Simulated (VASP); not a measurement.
Band structure of LiBr (space group Fm-3m). Method: PBE GGA, VASP's PBE PAW potentials (set 64) (plane waves; VASP).

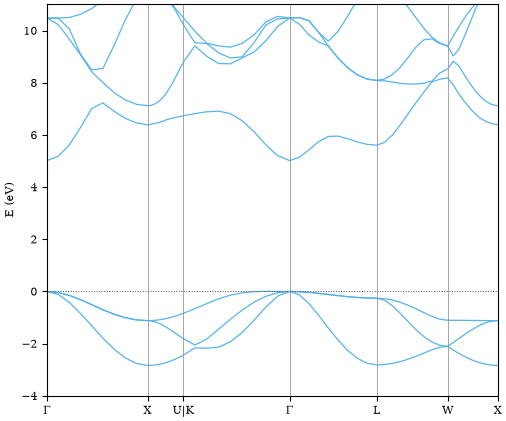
Bands along high-symmetry lines, zero at the valence-band maximum or, without a gap, the Fermi level

Task: Read the plot: is there a gap, and where are the band edges?

Result: The gap is indirect, 5.01 eV, from the valence maximum at K-Γ at 0.78 to the conduction minimum at Γ.

The structure comes from a computed database's LiBr entry; how it stands against other phases isn't given here. The cell was not relaxed at this level.
